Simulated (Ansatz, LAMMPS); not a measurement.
**glassy 60SiO2-40Na2O (mol %) (195 atoms): close-ups with forces and charges**

Density of this cell: 2.79 g/cm³. The cell holds 195 atoms: 39 Si, 52 Na and 104 O. Its edges and angles: a = 13.299 Å, b = 13.299 Å, c = 13.299 Å, α = 90.0°, β = 90.0°, γ = 90.0°. 195 atoms (39 Si, 52 Na, 104 O) placed at random at 2.79 g/cm³, melted at 4000 K for 10 ps at fixed volume with the Morse and Coulomb pair potential with partial charges (Pedone, Malavasi, Menziani, Cormack and Segre, J. Phys. Chem. B 110, 11780 (2006)). Quenched from 4000 K to 300 K at 20 K/ps and fixed volume, held 5 ps.

Method: Kohn-Sham DFT, PBE, PAW (set soft_2), plane waves (Ansatz 0.2.0; cutoff 420 eV, Γ point, fixed occupations), at the geometry as built.

The whole cell was solved; only parts of it are printed.

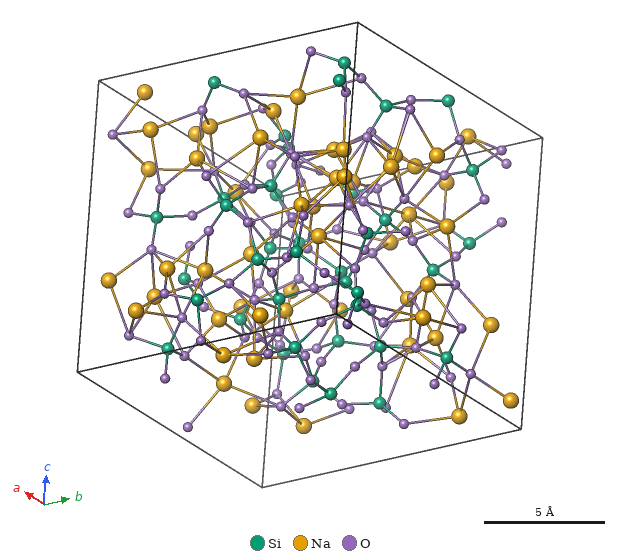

The whole cell (silicon teal, sodium orange, oxygen purple). Some periodic images of atoms are drawn too.

Local excerpt of 22 atoms (numbers count through the whole input) about O147, which has 6 bonded neighbours where the commonest count for O is 3; x, y, z are measured from there.

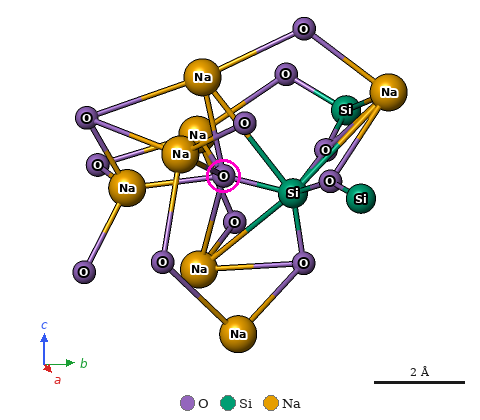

The atoms of the table, within 4.2 Å (arrows a, b, c point along x, y, z); some may hide others; the central atom is ringed.

| atom | x | y | z | distance (Å) | bonds | Löwdin charge (e) | Fx | Fy | Fz (eV/Å) |
| --- | --- | --- | --- | --- | --- | --- | --- | --- | --- |
| O147 | 0.00 | 0.00 | 0.00 | 0.00 | 6 | -1.01 | 0.06 | -0.64 | 0.21 |
| Si20 | 0.33 | 1.51 | -0.38 | 1.59 | 4 | 1.71 | 0.36 | 0.62 | 0.52 |
| Na73 | -0.43 | -2.12 | -0.29 | 2.18 | 4 | 0.76 | -0.51 | -0.09 | -0.70 |
| Na63 | -0.13 | -0.46 | 2.24 | 2.29 | 4 | 0.81 | 0.09 | 0.32 | 0.62 |
| Na57 | 1.83 | -1.31 | 0.88 | 2.42 | 5 | 0.78 | 0.06 | -0.11 | 0.20 |
| Na77 | -2.37 | -0.18 | 0.49 | 2.43 | 5 | 0.80 | -0.94 | 0.39 | -0.44 |
| Na74 | -0.81 | -0.42 | -2.27 | 2.45 | 4 | 0.79 | -0.39 | 1.02 | -0.71 |
| O97 | -0.76 | 2.46 | 0.36 | 2.60 | 3 | -0.81 | 0.91 | 0.02 | -0.26 |
| O146 | 0.46 | 1.73 | -1.96 | 2.66 | 4 | -0.83 | -0.92 | -2.33 | 0.15 |
| O149 | 1.75 | 2.11 | 0.14 | 2.75 | 3 | -0.82 | 0.56 | 0.38 | 1.17 |
| O129 | -2.76 | 0.74 | -1.60 | 3.28 | 3 | -0.95 | 4.66 | 0.59 | 2.02 |
| O177 | -0.09 | -3.10 | 1.41 | 3.40 | 5 | -1.02 | 2.53 | 4.34 | -1.89 |
| O133 | 2.50 | -1.83 | -1.43 | 3.41 | 5 | -1.01 | 0.22 | 0.77 | 0.96 |
| O110 | -2.65 | -2.40 | -0.18 | 3.58 | 4 | -1.00 | 0.39 | 1.01 | -2.13 |
| Na65 | 1.86 | 0.00 | -3.25 | 3.75 | 6 | 0.80 | 0.76 | 0.08 | 0.52 |
| O142 | 0.19 | 1.79 | 3.33 | 3.79 | 5 | -0.99 | -0.22 | 0.20 | -0.48 |
| O118 | 0.30 | -3.22 | -2.03 | 3.82 | 5 | -1.00 | -1.04 | -0.12 | 0.43 |
| O99 | 3.36 | -0.12 | 1.85 | 3.83 | 4 | -0.99 | -0.91 | -3.20 | -2.13 |
| Si33 | -2.04 | 3.14 | 1.00 | 3.87 | 4 | 1.77 | -2.81 | 0.13 | 0.62 |
| O189 | -2.95 | 1.95 | 1.69 | 3.91 | 3 | -0.82 | 0.67 | -0.07 | -0.23 |
| Na69 | 0.70 | 3.62 | 1.92 | 4.16 | 6 | 0.81 | -0.53 | -0.71 | -0.72 |
| Si2 | 3.33 | 2.52 | 0.03 | 4.18 | 4 | 1.72 | -1.76 | -0.79 | -0.46 |

The column of bonds counts only the pairs O-Na within 2.88 Å, O-Si within 2.12 Å; other neighbours, such as metal atoms beside each other in a compound, aren't counted, and periodic images can show an atom twice.

Local excerpt of 22 atoms (numbers count through the whole input) about O184, which bears the longest force; x, y, z are measured from there.

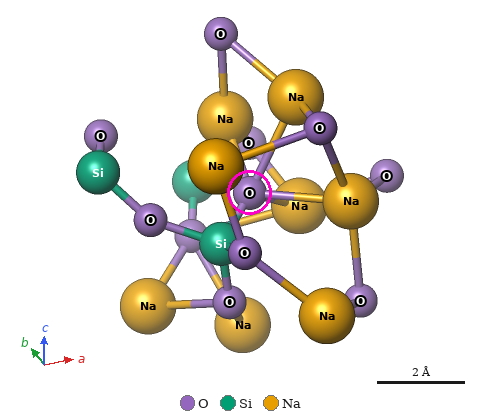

The atoms of the table, within 4.0 Å (arrows a, b, c point along x, y, z); some may hide others; the central atom is ringed.

| atom | x | y | z | distance (Å) | bonds | Löwdin charge (e) | Fx | Fy | Fz (eV/Å) |
| --- | --- | --- | --- | --- | --- | --- | --- | --- | --- |
| O184 | 0.00 | 0.00 | 0.00 | 0.00 | 5 | -1.04 | 4.01 | 2.03 | 2.98 |
| Si30 | -1.04 | -0.86 | -0.71 | 1.53 | 4 | 1.59 | -2.87 | -0.99 | -1.47 |
| Na78 | 0.11 | 1.89 | 0.97 | 2.12 | 4 | 0.80 | -0.82 | 1.37 | -0.45 |
| Na54 | 1.65 | 1.01 | -1.13 | 2.24 | 5 | 0.79 | 0.06 | 0.59 | -0.68 |
| Na50 | 1.94 | -1.39 | 0.13 | 2.39 | 4 | 0.79 | -0.68 | -0.63 | 0.57 |
| Na86 | 1.15 | 0.13 | 2.22 | 2.50 | 4 | 0.79 | 0.78 | -0.19 | 0.36 |
| O94 | -2.51 | -0.13 | -0.20 | 2.52 | 2 | -0.80 | -0.30 | 0.62 | -0.16 |
| O140 | -0.79 | -0.82 | -2.30 | 2.57 | 6 | -1.02 | -0.03 | 0.70 | -1.51 |
| O153 | -1.07 | -2.38 | -0.19 | 2.62 | 5 | -1.01 | -0.10 | -1.71 | 0.73 |
| Na55 | -1.65 | -1.92 | 1.94 | 3.19 | 5 | 0.78 | 0.56 | 0.26 | -0.15 |
| O99 | -0.49 | 2.32 | -2.19 | 3.23 | 4 | -0.99 | -0.91 | -3.20 | -2.13 |
| O167 | 0.90 | -2.01 | 2.52 | 3.35 | 5 | -0.99 | -1.02 | 3.67 | -0.59 |
| O119 | 3.43 | 0.09 | -0.21 | 3.44 | 4 | -0.98 | -1.74 | -0.87 | -3.19 |
| O169 | 2.15 | -1.61 | -2.39 | 3.60 | 6 | -0.99 | -1.54 | -1.72 | 2.46 |
| Si27 | -3.50 | 0.71 | 0.80 | 3.66 | 4 | 1.64 | 2.66 | -0.14 | -0.19 |
| O115 | 1.33 | 3.37 | -0.61 | 3.67 | 6 | -1.00 | 1.93 | 0.38 | 1.58 |
| O175 | -2.81 | 2.25 | 0.86 | 3.70 | 2 | -0.83 | 0.65 | -0.32 | 0.24 |
| Na72 | 0.66 | -3.23 | -1.72 | 3.72 | 5 | 0.78 | -0.65 | -0.84 | 0.19 |
| O192 | -0.04 | 1.86 | 3.22 | 3.72 | 4 | -1.02 | -1.32 | -2.27 | -0.86 |
| Si11 | 0.06 | 3.56 | -1.48 | 3.85 | 4 | 1.62 | -1.23 | -0.63 | 1.10 |
| Na57 | -2.01 | 1.13 | -3.15 | 3.91 | 5 | 0.78 | 0.06 | -0.11 | 0.20 |
| Na79 | 0.23 | 0.84 | -3.89 | 3.99 | 5 | 0.78 | 0.69 | 1.28 | 1.18 |

The column of bonds counts only the pairs O-Na within 2.88 Å, O-Si within 2.12 Å; other neighbours, such as metal atoms beside each other in a compound, aren't counted, and periodic images can show an atom twice.

A closer look about O182, whose charge lies farthest from its element's mean: 34 atoms, nearest first, numbered in the order of the input, with positions taken from that point.

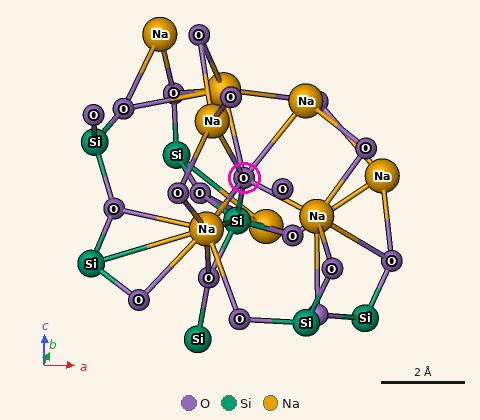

The atoms of the table, within 4.5 Å (arrows a, b, c point along x, y, z); some may hide others; the central atom is ringed.

| atom | x | y | z | distance (Å) | bonds | Löwdin charge (e) | Fx | Fy | Fz (eV/Å) |
| --- | --- | --- | --- | --- | --- | --- | --- | --- | --- |
| O182 | 0.00 | 0.00 | 0.00 | 0.00 | 6 | -1.04 | 0.04 | -1.28 | 1.54 |
| Si34 | -0.24 | 0.84 | -1.35 | 1.60 | 4 | 1.62 | 1.19 | 1.63 | -0.41 |
| Na69 | -0.66 | -2.00 | -0.74 | 2.23 | 6 | 0.81 | -0.53 | -0.71 | -0.72 |
| Na83 | 1.92 | -1.06 | -0.53 | 2.26 | 5 | 0.79 | 0.70 | 0.47 | -0.75 |
| Na44 | -0.68 | -1.28 | 1.78 | 2.30 | 4 | 0.78 | -0.61 | -0.61 | 0.17 |
| Na56 | -0.73 | 1.46 | 1.76 | 2.40 | 6 | 0.78 | -0.58 | 0.50 | -1.02 |
| Na42 | 1.39 | 0.52 | 1.89 | 2.40 | 4 | 0.78 | 1.10 | 0.50 | 0.10 |
| O116 | -1.29 | 2.04 | -1.08 | 2.65 | 3 | -0.84 | -1.81 | -0.01 | -0.04 |
| O156 | 1.05 | 1.60 | -1.87 | 2.67 | 4 | -0.99 | 1.42 | 0.36 | -0.38 |
| O92 | -0.78 | -0.07 | -2.56 | 2.68 | 3 | -0.83 | -0.14 | -1.64 | 0.89 |
| O195 | -3.00 | -1.33 | -0.58 | 3.33 | 3 | -0.82 | 0.97 | -0.06 | 0.14 |
| O188 | 3.04 | -0.74 | 1.17 | 3.34 | 4 | -1.03 | -1.25 | -0.08 | -0.22 |
| O154 | -3.06 | 0.52 | 1.40 | 3.40 | 5 | -0.97 | 2.95 | 3.76 | 1.51 |
| O153 | 1.42 | 2.86 | 1.18 | 3.40 | 5 | -1.01 | -0.10 | -1.71 | 0.73 |
| Na72 | 3.14 | 2.01 | -0.34 | 3.75 | 5 | 0.78 | -0.65 | -0.84 | 0.19 |
| Si28 | -3.59 | -0.80 | 0.91 | 3.79 | 4 | 1.61 | -2.09 | -2.41 | -2.86 |
| O117 | -1.17 | -0.25 | 3.62 | 3.82 | 5 | -1.02 | -0.49 | -2.72 | -2.84 |
| O148 | 2.07 | -1.51 | -2.89 | 3.86 | 3 | -0.81 | -1.16 | -0.10 | -0.27 |
| Si5 | -2.05 | 3.40 | -0.56 | 4.01 | 4 | 1.64 | -1.52 | -2.26 | 1.13 |
| O142 | -1.16 | -3.83 | 0.67 | 4.05 | 5 | -0.99 | -0.22 | 0.20 | -0.48 |
| O108 | 3.62 | 0.38 | -1.98 | 4.15 | 5 | -0.97 | 0.88 | 1.62 | 2.23 |
| O103 | -2.18 | 3.48 | 0.97 | 4.21 | 3 | -0.98 | -0.62 | -0.46 | 2.34 |
| Na52 | 0.17 | 3.61 | -2.29 | 4.28 | 6 | 0.79 | -0.08 | -0.59 | -0.07 |
| Si39 | -1.02 | 0.00 | -4.16 | 4.28 | 4 | 1.69 | -0.37 | -1.55 | -0.38 |
| O141 | 2.59 | -3.27 | -1.16 | 4.33 | 4 | -0.84 | 0.76 | 2.23 | -0.05 |
| O149 | 0.39 | -3.50 | -2.52 | 4.33 | 3 | -0.82 | 0.56 | 0.38 | 1.17 |
| O179 | 1.41 | -4.07 | 1.02 | 4.43 | 4 | -0.85 | -0.41 | 0.83 | 1.25 |
| O97 | -2.12 | -3.16 | -2.30 | 4.45 | 3 | -0.81 | 0.91 | 0.02 | -0.26 |
| Na48 | -2.45 | 2.51 | 2.74 | 4.45 | 4 | 0.78 | -1.14 | -0.51 | 0.83 |
| O172 | -0.01 | -3.27 | 3.02 | 4.45 | 5 | -1.01 | 0.15 | 1.53 | 1.57 |
| O131 | -3.50 | -1.95 | 1.95 | 4.46 | 6 | -1.02 | 0.18 | -2.39 | 2.54 |
| Si2 | 1.97 | -3.09 | -2.63 | 4.51 | 4 | 1.72 | -1.76 | -0.79 | -0.46 |
| Si26 | 3.08 | -0.25 | -3.29 | 4.51 | 4 | 1.62 | 0.26 | -0.79 | 2.43 |
| Si33 | -3.39 | -2.48 | -1.66 | 4.52 | 4 | 1.77 | -2.81 | 0.13 | 0.62 |

The column of bonds counts only the pairs O-Na within 2.88 Å, O-Si within 2.12 Å; other neighbours, such as metal atoms beside each other in a compound, aren't counted, and periodic images can show an atom twice.

The surroundings of Si18, picked at random, nearest first, numbered as they follow in the input and with coordinates relative to it.

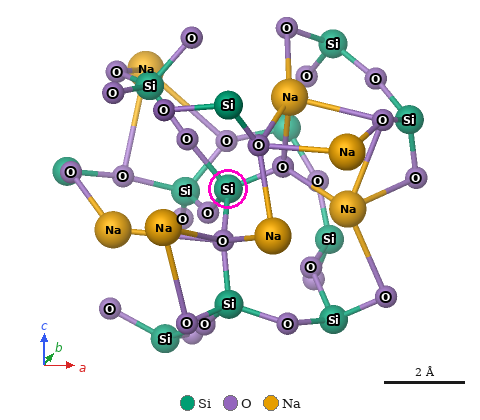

The atoms of the table, within 4.9 Å (arrows a, b, c point along x, y, z); some may hide others; the central atom is ringed.

| atom | x | y | z | distance (Å) | bonds | Löwdin charge (e) | Fx | Fy | Fz (eV/Å) |
| --- | --- | --- | --- | --- | --- | --- | --- | --- | --- |
| Si18 | 0.00 | 0.00 | 0.00 | 0.00 | 4 | 1.68 | -2.72 | -1.13 | 0.49 |
| O129 | 1.30 | 0.48 | 0.54 | 1.49 | 3 | -0.95 | 4.66 | 0.59 | 2.02 |
| O181 | -0.77 | 1.02 | -0.95 | 1.60 | 2 | -0.80 | 0.29 | -1.58 | -2.15 |
| O136 | -0.97 | -0.38 | 1.34 | 1.70 | 2 | -0.82 | 0.01 | -0.81 | -1.30 |
| O163 | 0.20 | -1.41 | -0.96 | 1.72 | 5 | -0.85 | -0.34 | -0.70 | 2.08 |
| Si36 | -1.66 | 2.32 | -0.81 | 2.97 | 4 | 1.71 | -1.43 | -1.23 | 2.26 |
| O138 | 1.94 | 0.87 | -2.17 | 3.04 | 2 | -0.83 | -0.11 | -0.72 | 0.69 |
| O164 | -0.75 | 2.99 | 0.38 | 3.11 | 4 | -0.83 | -1.73 | 0.36 | 1.76 |
| Si25 | 0.45 | -1.82 | -2.50 | 3.12 | 4 | 1.71 | -4.36 | 1.76 | -1.18 |
| Na77 | 1.69 | -0.44 | 2.63 | 3.16 | 5 | 0.80 | -0.94 | 0.39 | -0.44 |
| Si14 | -1.96 | -0.32 | 2.67 | 3.33 | 4 | 1.69 | 1.00 | 0.32 | -1.40 |
| Na74 | 3.26 | -0.68 | -0.13 | 3.33 | 4 | 0.79 | -0.39 | 1.02 | -0.71 |
| Na47 | -2.47 | -2.18 | -0.63 | 3.35 | 4 | 0.80 | 0.29 | 1.30 | -0.53 |
| O121 | -3.10 | 1.56 | -0.30 | 3.48 | 4 | -0.83 | 0.21 | 1.25 | 0.21 |
| O194 | -0.44 | -0.76 | -3.37 | 3.48 | 2 | -0.81 | 0.00 | 0.05 | 0.22 |
| O110 | 1.42 | -2.66 | 1.97 | 3.59 | 4 | -1.00 | 0.39 | 1.01 | -2.13 |
| O155 | 1.54 | 3.30 | -0.61 | 3.70 | 2 | -0.78 | -0.12 | 0.16 | 1.53 |
| Na82 | 1.91 | -3.18 | -0.23 | 3.72 | 5 | 0.78 | -0.15 | -0.53 | -0.16 |
| Si23 | 2.03 | 2.52 | -1.89 | 3.74 | 4 | 1.71 | 0.95 | -2.56 | -0.75 |
| Na41 | -0.82 | -3.67 | -0.06 | 3.76 | 5 | 0.80 | 0.52 | -0.85 | 0.57 |
| O122 | 1.93 | -1.66 | -2.95 | 3.89 | 3 | -0.81 | 1.62 | -2.05 | -0.32 |
| Si35 | 0.60 | 3.85 | 0.58 | 3.94 | 4 | 1.77 | 0.70 | -0.45 | -3.19 |
| O106 | -3.86 | -0.92 | 0.44 | 3.99 | 4 | -0.98 | 0.36 | -2.82 | 1.13 |
| O145 | -0.97 | 0.08 | 3.88 | 4.00 | 2 | -0.81 | 0.77 | -0.78 | 0.55 |
| O157 | -3.07 | 0.75 | 2.67 | 4.13 | 3 | -0.95 | -1.32 | 0.81 | -0.02 |
| O93 | -0.31 | -3.23 | -2.66 | 4.20 | 3 | -0.81 | 0.69 | -0.89 | 0.65 |
| Si29 | 2.79 | -0.28 | -3.16 | 4.23 | 4 | 1.62 | -0.07 | 2.73 | 3.92 |
| O173 | -2.54 | -1.86 | 2.86 | 4.26 | 4 | -0.82 | -0.99 | 1.48 | 0.98 |
| Si31 | -4.30 | 0.48 | 0.05 | 4.32 | 4 | 1.67 | 0.95 | 2.28 | -2.40 |
| O189 | 1.12 | 1.69 | 3.83 | 4.33 | 3 | -0.82 | 0.67 | -0.07 | -0.23 |
| O152 | 1.16 | 3.66 | 2.02 | 4.34 | 2 | -0.78 | 1.01 | -0.28 | 2.04 |
| O159 | -1.99 | 3.41 | -1.84 | 4.35 | 5 | -0.97 | -0.68 | 2.11 | -2.61 |
| Si32 | -1.66 | 0.10 | -4.06 | 4.39 | 4 | 1.67 | 2.27 | -1.30 | -0.63 |
| O96 | -3.04 | -0.11 | -3.31 | 4.49 | 2 | -0.81 | -0.66 | -0.72 | 1.07 |
| Na58 | -2.80 | 2.81 | 2.17 | 4.53 | 5 | 0.79 | 0.38 | -0.08 | -1.15 |
| O147 | 4.07 | -0.26 | 2.14 | 4.60 | 6 | -1.01 | 0.06 | -0.64 | 0.21 |
| O97 | 3.30 | 2.20 | 2.50 | 4.69 | 3 | -0.81 | 0.91 | 0.02 | -0.26 |
| O134 | 1.46 | 3.19 | -3.15 | 4.72 | 5 | -1.01 | -1.41 | 1.69 | -3.46 |
| Si33 | 2.03 | 2.88 | 3.14 | 4.72 | 4 | 1.77 | -2.81 | 0.13 | 0.62 |
| Na73 | 3.64 | -2.38 | 1.86 | 4.73 | 4 | 0.76 | -0.51 | -0.09 | -0.70 |
| Si9 | 0.81 | -3.41 | 3.19 | 4.73 | 4 | 1.70 | 0.82 | 1.54 | 0.56 |
| O146 | 4.52 | 1.47 | 0.18 | 4.76 | 4 | -0.83 | -0.92 | -2.33 | 0.15 |
| O120 | -1.32 | 1.60 | -4.32 | 4.79 | 5 | -1.00 | 0.08 | 1.88 | -0.39 |
| O109 | -0.80 | -3.66 | 3.02 | 4.82 | 3 | -0.80 | 2.34 | -1.17 | 1.06 |
| O126 | 4.20 | -0.46 | -2.43 | 4.87 | 5 | -1.00 | 1.23 | -0.69 | -0.04 |
| Si20 | 4.40 | 1.25 | 1.76 | 4.90 | 4 | 1.71 | 0.36 | 0.62 | 0.52 |

The column of bonds counts only the pairs O-Na within 2.88 Å, O-Si within 2.12 Å; other neighbours, such as metal atoms beside each other in a compound, aren't counted, and periodic images can show an atom twice.

Neighbours are counted within 2.88 Å (O-Na), 2.12 Å (O-Si).

Length of the force by element and coordination:

| element | coordination | atoms | mean length of the force (eV/Å) | spread | least | most |
| --- | --- | --- | --- | --- | --- | --- |
| Na | all | 52 | 0.922 | 0.398 | 0.130 | 1.87 |
| Na | 4 | 19 | 0.987 | 0.389 | 0.130 | 1.66 |
| Na | 5 | 24 | 0.858 | 0.422 | 0.232 | 1.87 |
| Na | 6 | 7 | 0.924 | 0.234 | 0.599 | 1.28 |
| Na | 7 | 2 | 1.07 | 0.497 | 0.569 | 1.56 |
| O | all | 104 | 2.23 | 1.22 | 0.223 | 5.39 |
| O | 2 | 12 | 1.49 | 0.719 | 0.223 | 2.69 |
| O | 3 | 30 | 1.81 | 0.956 | 0.309 | 5.11 |
| O | 4 | 26 | 2.37 | 0.952 | 0.625 | 4.66 |
| O | 5 | 26 | 2.86 | 1.51 | 0.567 | 5.39 |
| O | 6 | 10 | 2.34 | 1.24 | 0.675 | 4.78 |
| Si | all | 39 | 2.77 | 0.974 | 0.885 | 5.29 |

Löwdin charges by element and coordination (they lack the spilled electrons, 0.057 e an atom on average):

| element | coordination | atoms | mean charge (e) | spread | least | most |
| --- | --- | --- | --- | --- | --- | --- |
| Na | all | 52 | 0.787 | 0.0117 | 0.761 | 0.817 |
| Na | 4 | 19 | 0.784 | 0.0117 | 0.761 | 0.808 |
| Na | 5 | 24 | 0.790 | 0.0115 | 0.770 | 0.817 |
| Na | 6 | 7 | 0.79 | 0.0104 | 0.774 | 0.806 |
| Na | 7 | 2 | 0.782 | 0.0076 | 0.774 | 0.789 |
| O | all | 104 | -0.911 | 0.0907 | -1.04 | -0.777 |
| O | 2 | 12 | -0.808 | 0.0152 | -0.829 | -0.777 |
| O | 3 | 30 | -0.842 | 0.0533 | -0.982 | -0.792 |
| O | 4 | 26 | -0.915 | 0.0775 | -1.03 | -0.812 |
| O | 5 | 26 | -0.992 | 0.0437 | -1.04 | -0.848 |
| O | 6 | 10 | -1.02 | 0.0156 | -1.04 | -0.989 |
| Si | all | 39 | 1.66 | 0.0507 | 1.54 | 1.77 |

The quench rate of 20 K/ps is many orders above laboratory rates, so the cell is likely richer in defects and strain than a real sample. The force components of 1.3 eV/Å r.m.s. hold both thermal displacement and the mismatch between the potential that made the cell and DFT. The network of bonds at the start is that of the classical potential that made the cell, and needn't be the one that DFT or experiment would give. Only the Γ point is sampled, in a cell whose shortest periodic width is 13 Å. The Löwdin charges lack the electrons that the projection spills, 0.057 e an atom on average.

[Hosts, paths, dates, database ids (printed as entryN), source tags and the programs' standing remarks are cut or masked in the printed files.]
